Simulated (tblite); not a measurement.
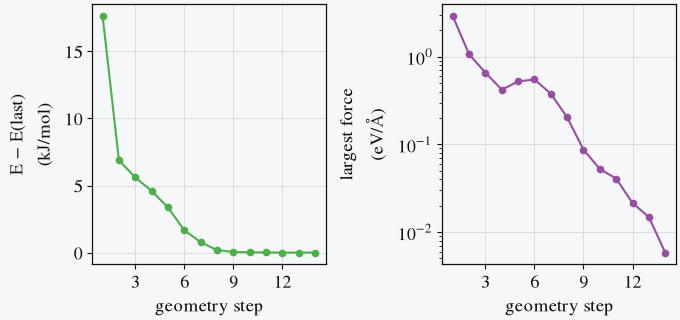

History of a geometry optimisation.

Sulfuryl Chloride Fluoride (SMILES O=S(=O)(F)Cl); tblite 0.8.0, GFN2-xTB geometry optimisation, gas phase.

Q: How did the optimisation end?

A: The optimisation met its thresholds at geometry 14, counting the start as the first. The energy fell by about 18 kJ/mol from the first step to the last. The largest force goes from about 2.9 eV/Å at the start to 6 × 10⁻³ eV/Å at the end.
